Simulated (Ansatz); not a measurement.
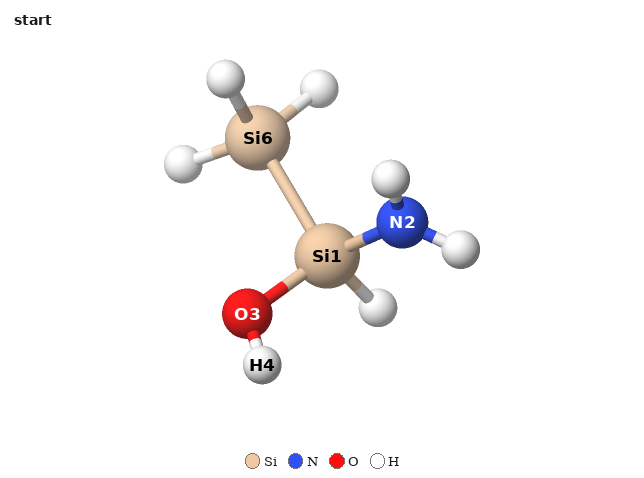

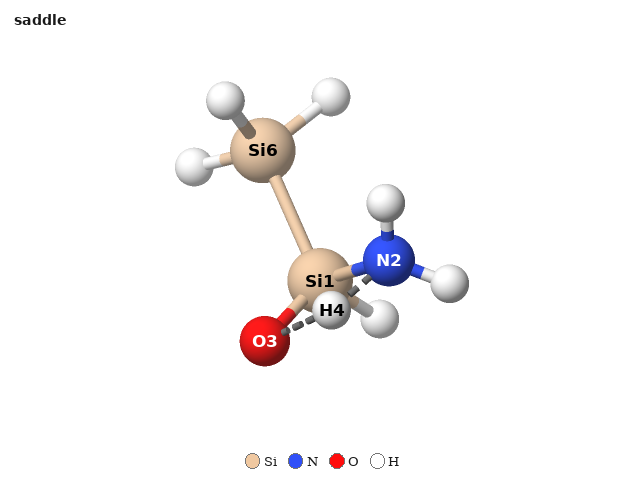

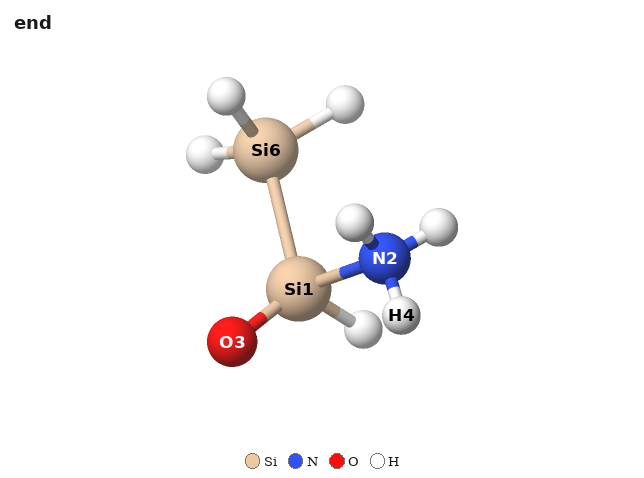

A saddle point and the two end points reached downhill from it. Broken sticks mark bonds that form or break. Charge 0, singlet. Geometries: PBE0-D4/def2-TZVP; all other levels are single points on them, and energies count from the start as drawn. Program: Ansatz 0.2.0. In CBS estimates cores are frozen, and CCSD(T) − MP2 is taken in the smaller basis.

Which bonds form and which break from start to end?

Formed: N2–H4; broken: O3–H4. At the saddle point N2···H4 is 1.21 Å, O3···H4 is 1.41 Å.

Give the electronic barrier and the reaction energy from start to end in eV (no zero-point energy) with CCSD(T)/CBS (MP2 limit from def2-TZVPP and def2-QZVPP plus CCSD(T) − MP2); PBE0-D4/def2-TZVPP; RHF-CCSD(T) (frozen core)/def2-SVP; ωB97M-V/def2-SVP; SPW92 (LDA)/def2-TZVPP; CAM-B3LYP-D4/def2-TZVPP.

| level | barrier | reaction energy |
| --- | --- | --- |
| CCSD(T)/CBS (MP2 limit from def2-TZVPP and def2-QZVPP plus CCSD(T) − MP2) | 1.797 | +1.324 |
| PBE0-D4/def2-TZVPP | 1.695 | +1.310 |
| RHF-CCSD(T) (frozen core)/def2-SVP | 1.785 | +1.284 |
| ωB97M-V/def2-SVP | 1.749 | +1.380 |
| SPW92 (LDA)/def2-TZVPP | 1.369 | +1.238 |
| CAM-B3LYP-D4/def2-TZVPP | 1.818 | +1.375 |
